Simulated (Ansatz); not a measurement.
# H5NSi2···H2O: what the fields show

Input file:

```
crystal:
  periodic: [false, false, false]
  atoms:
    - { symbol: Si, position_ang: [0.2931, 0.2972, -0.5589] }
    - { symbol: O, position_ang: [-0.42, 1.5963, 0.8825] }
    - { symbol: "N", position_ang: [1.6902, 0.8211, 0.1764] }
    - { symbol: H, position_ang: [0.8531, 1.5001, 0.977] }
    - { symbol: H, position_ang: [-0.1204, 1.0354, -1.7689] }
    - { symbol: Si, position_ang: [-0.8632, -1.6601, -0.181] }
    - { symbol: H, position_ang: [-0.6573, 2.4598, 0.55] }
    - { symbol: H, position_ang: [2.5992, 0.399, 0.2532] }
    - { symbol: H, position_ang: [-0.7891, -2.5259, -1.3711] }
    - { symbol: H, position_ang: [-2.2858, -1.4707, 0.1218] }
    - { symbol: H, position_ang: [-0.3, -2.4521, 0.9191] }
basis:
  gaussian: { orbitals: def2-mTZVP }
hamiltonian:
  xc: r2scan
  dispersion: d4
relax:
  f_tol: 0.15
  max_steps: 25
  restrain:
    - { distance: [3, 1], at: 0.97, k: 30.0 }
    - { distance: [0, 1], at: 3.07, k: 30.0 }
    - { distance: [3, 2], at: 2.32, k: 30.0 }
output:
  orbitals: {}
```

Run with:

```sh
ansatz run input.yaml --threads 4 --pin off --max-ram 5120MiB --backend cpu --events-out ev --progress --plain --runs-dir out
```

The fields are those of the run's last geometry, not of the input's.

The calculation used Ansatz 0.2.0, RKS r2SCAN-D4/def2-mTZVP.

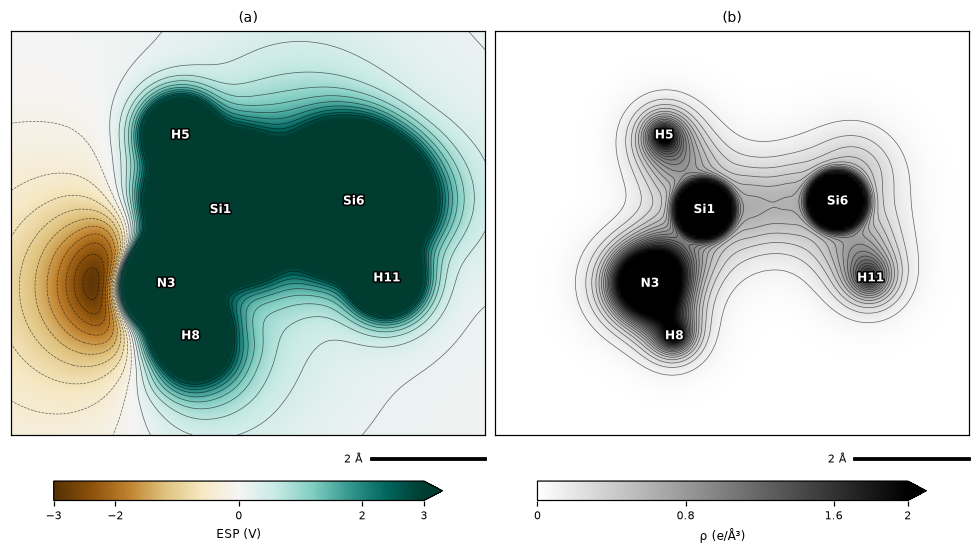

Figure 1. (a) molecular electrostatic potential; (b) total electron density on the plane of atoms N3, Si1 and Si6.

Q: What does the map show?

A: The section cuts through Si, N and H sites. Si–N (1.62 Å): ρ at the midpoint is about 1.3 e/Å³. Si–Si (2.35 Å): ρ at the midpoint is about 0.6 e/Å³. N–H (1.02 Å): ρ at the midpoint is about 2.7 e/Å³. Si–H (1.49 Å): ρ is about 0.79 e/Å³ halfway. Outside the dense part of the complex the potential is most negative (−2.9 V) near N3.

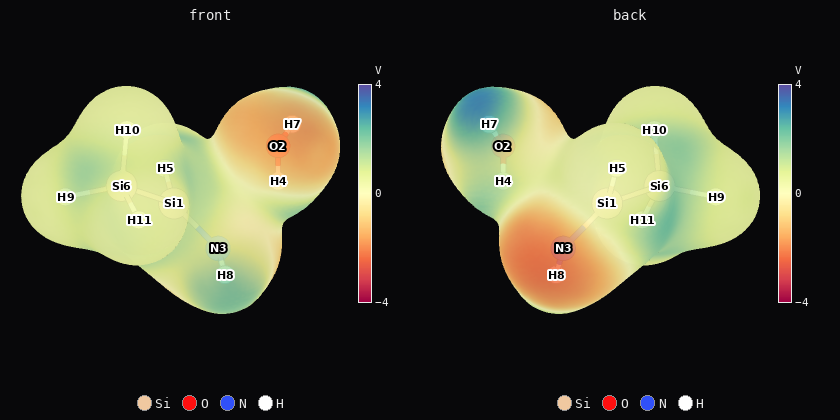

Figure 2. The electrostatic potential painted on the density surface at 0.004 e/bohr³, seen from the front and from behind; red is negative and blue positive.

Q: Which sites attract a positive test charge, and which a negative one?

A: A positive charge is drawn to the negative regions and a negative charge to the positive ones. The most negative region (about −2.4 V) lies over N3, the most positive (about +3.1 V) over H7. N3 is the likeliest acceptor of a hydrogen bond.

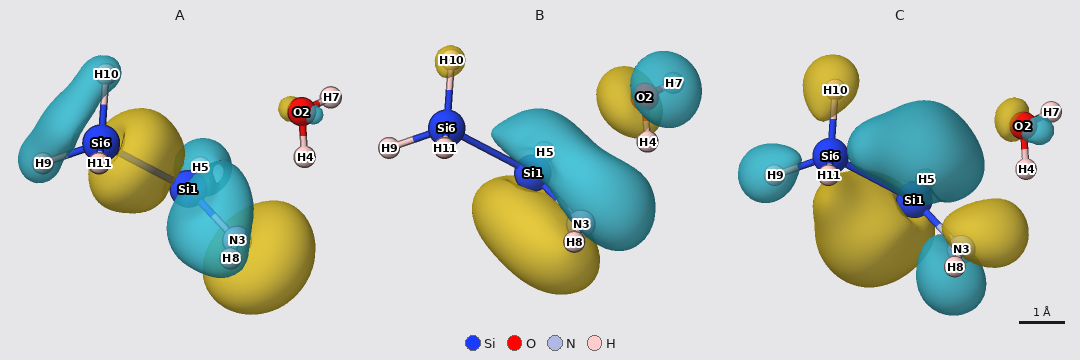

Figure 3. Three frontier orbitals at ±0.08 Å⁻³ᐟ² (yellow and cyan are the two phases), in no order.

Q: Order the three orbitals by energy and name them.

A: B is the HOMO−1 (−6.67 eV). By Hirshfeld shares it lies mainly on N3 (about 50 %), Si1 (about 25 %) and O2 (about 15 %). A is the HOMO (−6.29 eV). Its weight (Hirshfeld) is mainly on N3 (about 60 %), Si1 (about 15 %) and Si6 (about 10 %). C is the LUMO (−2.52 eV). Its weight (Hirshfeld) is mainly on Si1 (about 50 %), N3 (about 20 %) and Si6 (about 15 %).

Q: What is the HOMO–LUMO gap?

A: 3.77 eV between the orbital energies.
